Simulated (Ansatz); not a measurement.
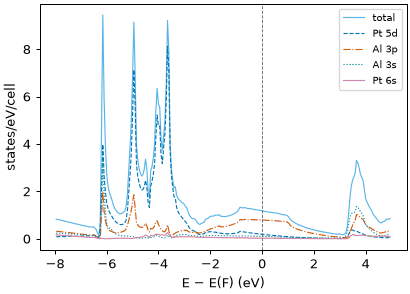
*Total and projected density of states of Al2Pt (fluorite or antifluorite type, Fm-3m), DFT-LDA in the program Ansatz with PAW potentials*

Q: Which orbitals carry the states next to the Fermi level?

A: Within 0.5 eV of the Fermi level: Al 3p 67 %, Pt 5d 16 %, Al 3s 9 %, outside the projected shells 6 %. Projections are on Löwdin-orthogonalised atomic valence shells; empty p or d shells of many metals are not among them.

Q: Where is the tallest occupied peak in this window, and what makes it?

A: Near -6.2 eV, about 9.5 states/eV per cell; the largest projected share is Pt 5d.

The LDA relaxation kept the symmetry of its start; of distortions, only those at the zone centre were tested. The run is not spin-polarised. Spin–orbit coupling is left out wherever it is not named.

Potentials: the later of the program's two PAW sets.
